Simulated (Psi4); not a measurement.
# [SnH3]− (SMILES [H][Sn-]([H])[H]) at OMP3/def2-SVPD (fitted SCF, core potential)

Aim: the energy difference between two shapes of [SnH3]− at OMP3/def2-SVPD (fitted SCF, core potential), from 2 runs. 

The results are computed with Psi4 1.11.

1 further run of the same task is left out (set aside as unsound or not needed).

### Step 1. Starting point

The species is [SnH3]− (4 atoms), meant as a singlet with charge -1. SMILES: `[H][Sn-]([H])[H]`. The shape comes from GFN2-xTB, which is rough for such elements, and wasn't checked as a minimum.

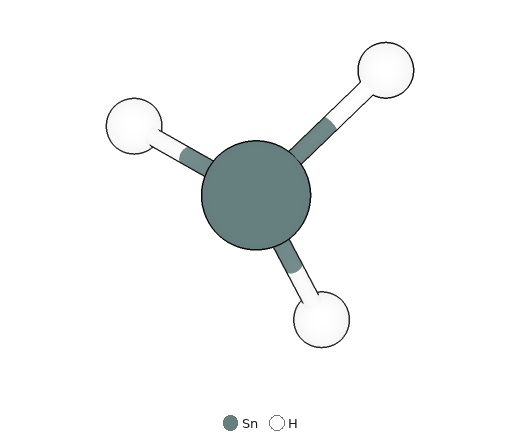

The structure, seen from a chosen angle (tin teal, hydrogen white).

### Step 2. The charge distribution at OMP3/def2-SVPD (fitted SCF, core potential)

File h3sn.in:

```
memory 1600 MB

molecule m {
  -1 1
  Sn
  H 1 1.947655
  H 1 1.947872 2 93.33705
  H 1 1.94855 2 93.41078 3 93.70187
  symmetry c1
  no_reorient
  no_com
}

set {
  basis    def2-SVPD
  scf_type disk_df
  mp_type  conv
}

e_tot, wfn = energy('omp3', return_wfn=True)
oeprop(wfn, 'QUADRUPOLE', 'WIBERG_LOWDIN_INDICES', 'LOWDIN_CHARGES', 'MULLIKEN_CHARGES')
print_variables()
```

Launch:

```
$ psi4 h3sn.in h3sn.out -n 1
```

h3sn.out:

```text
[...]
    !!!  WARNING: ECP capability is in beta. Please check occupations closely.  !!!
[...]
  Running in c1 symmetry.
[...]
  Nuclear repulsion =   18.488597320638917
[...]
  Multiplicity = 1
[...]
  Nalpha       = 13
  Nbeta        = 13
[...]
    Number of basis functions: 56
[...]
   @DF-RHF iter   1:  -214.93290915209610   -1.48758e+00   7.10395e-03 ADIIS/DIIS
[...]
   @DF-RHF iter  10:  -215.05600107746969   -5.05906e-12   3.27398e-09 DIIS
[...]
    Orbital Energies [Eh]
    ---------------------
    Doubly Occupied:
       1A     -5.633290     2A     -3.821908     3A     -3.821904
       4A     -3.817506     5A     -1.087752     6A     -1.087751
       7A     -1.082636     8A     -1.082625     9A     -1.079610
      10A     -0.395217    11A     -0.188871    12A     -0.188732
      13A     -0.089294
[...]
  @DF-RHF Final Energy:  -215.05600107746969
   => Energetics <=
    Nuclear Repulsion Energy =             18.4885973206389167
    One-Electron Energy =                -420.3350039710240367
    Two-Electron Energy =                 186.7904055729154322
    Total Energy =                       -215.0560010774696877
[...]
	SCS-MP2 Total Energy (a.u.)        :  -215.22095139832660
	SOS-MP2 Total Energy (a.u.)        :  -215.22357107893805
[...]
	MP3 Total Energy (a.u.)            :  -215.24130864253473
[...]
	SCS-OMP3 Total Energy (a.u.)       :  -215.22876493147552
	SOS-OMP3 Total Energy (a.u.)       :  -215.23107214627964
[...]
	OMP3 Total Energy (a.u.)           :  -215.24130864253473
[...]
 Multipole Moments:
 ------------------------------------------------------------------------------------
     Multipole            Electronic (a.u.)      Nuclear  (a.u.)        Total (a.u.)
 ------------------------------------------------------------------------------------
 L = 1.  Multiply by 2.5417464519 to convert [e a0] to [Debye]
 Dipole X            :         -3.4916595            2.9162105           -0.5754489
 Dipole Y            :         -3.2714932            2.7328342           -0.5386590
 Dipole Z            :         -3.0905664            2.5816311           -0.5089353
 Magnitude           :                                                    0.9382484
 L = 2.  Multiply by 1.3450342976 to convert [e a0^2] to [Debye ang]
 Quadrupole XX       :        -42.4645126           13.2564660          -29.2080466
 Quadrupole XY       :          0.4029925           -1.0560593           -0.6530668
[...]
  Mulliken Charges: (a.u.)
   Center  Symbol    Alpha    Beta     Spin     Total
       1    SN    11.32862 11.32862  0.00000 -0.65725
       2     H     0.55706  0.55706  0.00000 -0.11411
       3     H     0.55711  0.55711  0.00000 -0.11423
       4     H     0.55720  0.55720  0.00000 -0.11441
   Total alpha = 13.00000, Total beta = 13.00000, Total charge = -1.00000
  Lowdin Charges: (a.u.)
   Center  Symbol    Alpha    Beta     Spin     Total
       1    SN    11.05446 11.05446  0.00000 -0.10891
       2     H     0.64854  0.64854  0.00000 -0.29707
[...]
```

Run time: 17 s. Hardware: 1 thread of Intel Xeon Platinum 8375C at 2.90GHz (Ice Lake), shared host; peak memory 0.28 GiB.

Atomic charges (e):

```csv
atom,Löwdin,Mulliken
Sn1,-0.109,-0.657
H2,-0.297,-0.114
H3,-0.297,-0.114
H4,-0.297,-0.114
```

### Step 3. The distorted shape

File h3sn.dat:

```
memory 1600 MB

molecule {
  -1 1
  Sn     0.013395    -0.008914     0.774113
  H      1.454787    -0.212686    -0.189221
  H     -0.629611     1.536972    -0.355312
  H     -0.926401    -1.427350    -0.087851
  symmetry c1
  no_reorient
  no_com
}

set {
  basis    def2-SVPD
  scf_type disk_df
  mp_type  conv
}

e, wfn = energy("omp3", return_wfn=True)
oeprop(wfn, "QUADRUPOLE", "WIBERG_LOWDIN_INDICES", "LOWDIN_CHARGES", "MULLIKEN_CHARGES", title="OMP3")
print_variables()
```

Launch:

```
$ psi4 -i h3sn.dat -o h3sn.out -n 1
```

h3sn.out:

```text
[...]
    !!!  WARNING: ECP capability is in beta. Please check occupations closely.  !!!
[...]
  Running in c1 symmetry.
[...]
  Nuclear repulsion =   19.106067198974511
[...]
  Multiplicity = 1
[...]
  Nalpha       = 13
  Nbeta        = 13
[...]
    Number of basis functions: 56
[...]
   @DF-RHF iter   1:  -214.92869147290281   -1.45943e+00   7.21366e-03 ADIIS/DIIS
[...]
   @DF-RHF iter  11:  -215.05636892293657   -1.53477e-12   3.30851e-09 DIIS
[...]
    Orbital Energies [Eh]
    ---------------------
    Doubly Occupied:
       1A     -5.627086     2A     -3.816117     3A     -3.815733
       4A     -3.811364     5A     -1.082956     6A     -1.082210
       7A     -1.077591     8A     -1.076239     9A     -1.073535
      10A     -0.407069    11A     -0.202310    12A     -0.187198
      13A     -0.080914
[...]
  @DF-RHF Final Energy:  -215.05636892293657
   => Energetics <=
    Nuclear Repulsion Energy =             19.1060671989745110
    One-Electron Energy =                -421.6442294126313755
    Two-Electron Energy =                 187.4817932907202760
    Total Energy =                       -215.0563689229365707
[...]
	SCS-MP2 Total Energy (a.u.)        :  -215.22132206108719
	SOS-MP2 Total Energy (a.u.)        :  -215.22372127337161
[...]
	MP3 Total Energy (a.u.)            :  -215.24152196890878
[...]
	SCS-OMP3 Total Energy (a.u.)       :  -215.22890067961134
	SOS-OMP3 Total Energy (a.u.)       :  -215.23097861460576
[...]
	OMP3 Total Energy (a.u.)           :  -215.24152196890878
[...]
 Multipole Moments:
 ------------------------------------------------------------------------------------
     Multipole            Electronic (a.u.)      Nuclear  (a.u.)        Total (a.u.)
 ------------------------------------------------------------------------------------
 L = 1.  Multiply by 2.5417464519 to convert [e a0] to [Debye]
 Dipole X            :         -0.1396739            0.3655959            0.2259220
 Dipole Y            :          0.4475475           -0.5653531           -0.1178056
 Dipole Z            :        -31.6840145           30.9879218           -0.6960927
 Magnitude           :                                                    0.7412584
 L = 2.  Multiply by 1.3450342976 to convert [e a0^2] to [Debye ang]
 Quadrupole XX       :        -39.5059722           12.0522774          -27.4536948
 Quadrupole XY       :         -0.1241373            0.1519999            0.0278626
[...]
  Mulliken Charges: (a.u.)
   Center  Symbol    Alpha    Beta     Spin     Total
       1    SN    11.33867 11.33867  0.00000 -0.67734
       2     H     0.53977  0.53977  0.00000 -0.07954
       3     H     0.56438  0.56438  0.00000 -0.12877
       4     H     0.55718  0.55718  0.00000 -0.11435
   Total alpha = 13.00000, Total beta = 13.00000, Total charge = -1.00000
  Lowdin Charges: (a.u.)
   Center  Symbol    Alpha    Beta     Spin     Total
       1    SN    11.03611 11.03611  0.00000 -0.07223
       2     H     0.67286  0.67286  0.00000 -0.34572
[...]
```

Run time: 13 s. Hardware: 1 thread of Intel Xeon Platinum 8375C at 2.90GHz (Ice Lake), shared host; peak memory 0.27 GiB.

Atomic charges (e):

```
atom  Löwdin  Mulliken
 Sn1  -0.072    -0.677
  H2  -0.346    -0.080
  H3  -0.281    -0.129
  H4  -0.301    -0.114
```

### Step 4. Summary of results

Level: OMP3/def2-SVPD (fitted SCF, core potential).

| quantity | value |
| --- | --- |
| first shape: total energy | -215.24131 Eh |
| first shape: HOMO energy (Hartree–Fock orbitals) | -2.43 eV |
| first shape: LUMO energy (Hartree–Fock orbitals) | 5.87 eV |
| first shape: HOMO–LUMO gap (to an unbound level, set by the basis) | 8.30 eV |
| first shape: correlation energy | -185.3 mEh |
| distorted shape: total energy | -215.24152 Eh |
| distorted shape: HOMO energy (Hartree–Fock orbitals) | -2.20 eV |
| distorted shape: LUMO energy (Hartree–Fock orbitals) | 5.89 eV |
| distorted shape: HOMO–LUMO gap (to an unbound level, set by the basis) | 8.09 eV |
| distorted shape: correlation energy | -185.2 mEh |
| energy change with the atoms displaced | -0.006 eV |

**Reading.** With the atoms displaced the energy falls by 0.01 eV (0.6 kJ/mol). The first shape isn't relaxed at this level, so the change isn't measured from a minimum. Mulliken charges (first shape) run from -0.66 on Sn1 to -0.11 on H2; in a basis this large or diffuse they mean little. Mulliken charges (distorted shape) run from -0.68 on Sn1 to -0.08 on H2; in a basis this large or diffuse they mean little.
